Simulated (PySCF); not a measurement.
# B2F2H5PSi: the cost of one run

The runs use PySCF 2.14.0, with density-fitted response routines of our own; the level of theory stands in each step. All values are computed, except where a source is named. Atoms are numbered from 0 throughout.

## (1) Starting geometry

11 atoms, charge 0, multiplicity 1; geometry from: GFN2-xTB. The atoms were then displaced at random by about 0.01 Å, so the start is not that level's minimum.

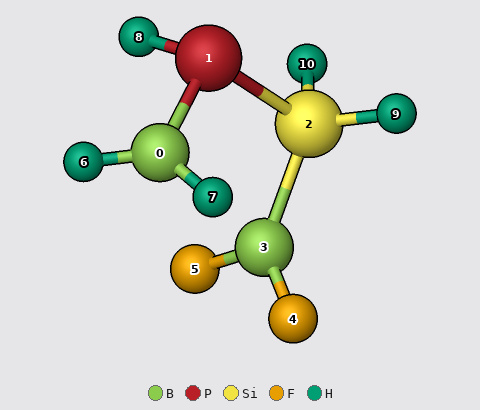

As it starts; boron green, phosphorus red, silicon yellow, fluorine amber, hydrogen teal, atoms numbered.

## (2) Geometry optimisation at PBE0-D3(BJ)/def2-SVP

Job settings and geometry (Å):

```
{"job": {"xc": "PBE0", "basis": "def2-SVP", "d3": "d3bj", "grid": 1, "shake": 0.01, "kind": "geom"}, "charge": 0, "multiplicity": 1}
B      1.774430    -0.832950    -0.384450
P      1.102050     0.555470     0.651660
Si    -0.817510     1.201840    -0.371790
B     -1.402280    -0.393820    -1.330130
F     -1.167790    -0.653990    -2.604450
F     -2.023680    -1.414890    -0.730750
H      2.071520    -1.832880     0.081260
H      1.984200    -0.578270    -1.522540
H      0.586940    -0.104030     1.766300
H     -0.419400     2.341800    -1.193670
H     -1.650370     1.685890     0.742650
```

Command:

```sh
> OMP_NUM_THREADS=1 python probes_run.py task.json out
```

The driver reads the jobs from task.json and runs them one after another.

Q: Estimate the wall time and peak memory of this first job on 1 thread of Arm Neoverse N1, shared host.

About 3.8 min, with a peak of 0.51 GiB.
